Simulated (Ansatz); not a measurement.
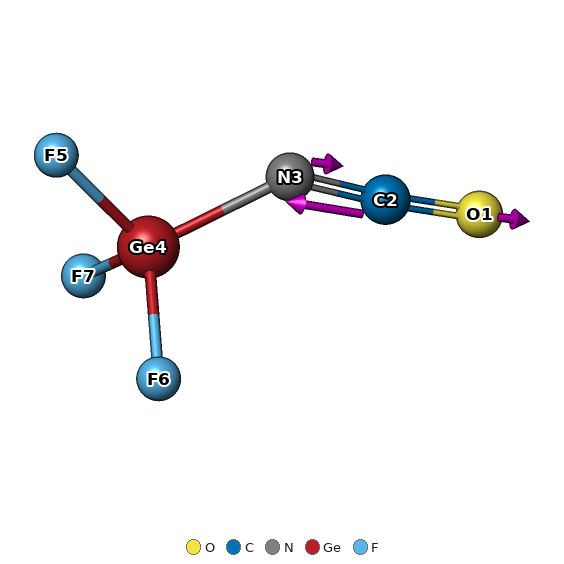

The arrows show one normal mode. Harmonic vibrations computed with RKS PBE0-D4/def2-TZVP (Ansatz 0.2.0) at a stationary point of the same level.

**Estimate its harmonic wavenumber.**

2392 cm⁻¹; it is mode 15 of 15 counted from the lowest.
